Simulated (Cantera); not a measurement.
A closed system holds: 1 mol BN, 2.7 mol HF, 1.3 mol H2, 5.1 mol Cl2, equilibrated at 12.0 mbar.

Method: chemical equilibrium by Gibbs-energy minimisation in Cantera with the NASA 1993 tables (ideal gas, pure condensed phases). Candidate condensed phases: B, BN, NH4Cl; 40 gas species. The tables' values for BF2, BClF, BCl2 are old estimates; treat these amounts as uncertain. Kinetics and transport are ignored.

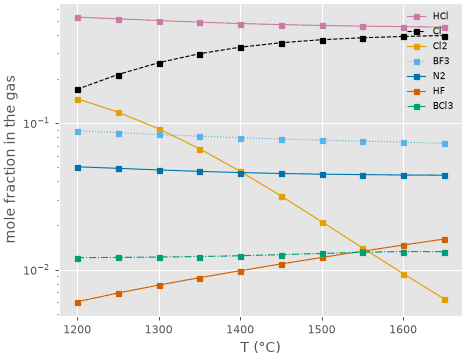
Figure. Equilibrium gas composition (values under 1e-9 drawn at 1e-9)

Q: Read off the mole fractions at 1300 °C.

A: HCl about 0.50, Cl about 0.26, Cl2 about 0.091, BF3 about 0.084, N2 about 0.048, BCl3 about 0.012, HF about 0.0078.
